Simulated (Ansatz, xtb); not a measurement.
Breaking the Al1–Br4 bond in AlBrH2 (SMILES [AlH2][Br]) (multiplicity 1 held, fragments rigid). Energies count from the point at 2.267 Å.
Geometry at that point (charge 0, multiplicity 1):
```tsv
atom	x (Å)	y (Å)	z (Å)
Al	-0.8354	-1.2987	0.2064
H	-0.3244	-2.3295	1.2738
H	-2.1257	-1.4794	-0.6685
Br	0.3803	0.5912	-0.0940
```

R- and RO- levels are restricted; in cc, def2 and unpolarised 6-31G sets they are followed outwards from rest. Active spaces are followed from a long bond inwards. Left out are points that failed, MP2 points in a non-variational dive below the minimum, coupled-cluster points behind a sign of a changed root (a jump of the amplitudes, or a one-step jump against full CI or MRCI), small-basis points behind a change of solution, and semi-empirical points at long bonds. Levels need not reach the same state.

Correlated levels freeze the cores. Filled d and f shells under p-block atoms count as core.

The values were computed with Ansatz (a first-principles code); xtb for the GFN methods. Values without a source in brackets are computed. The GFN methods have no spin term and hold the electronic entropy of 300 K.

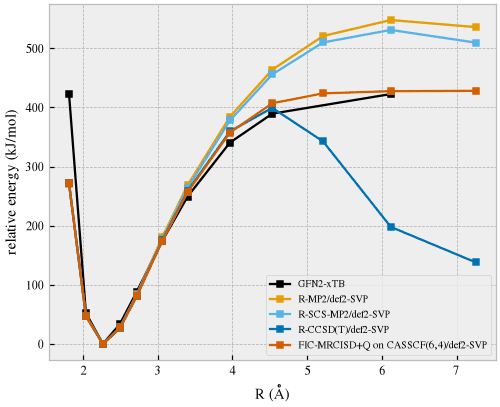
Figure. Relative energy along the coordinate

Doubts at one or more of the structures used: a restricted determinant that unrestricted orbitals would lower (R-MP2/def2-SVP, R-SCS-MP2/def2-SVP, R-CCSD(T)/def2-SVP); other coupled-cluster roots lie near (R-CCSD(T)/def2-SVP); T1 above 0.05 (R-CCSD(T)/def2-SVP); active orbitals that take no part (FIC-MRCISD+Q on CASSCF(6,4)/def2-SVP).
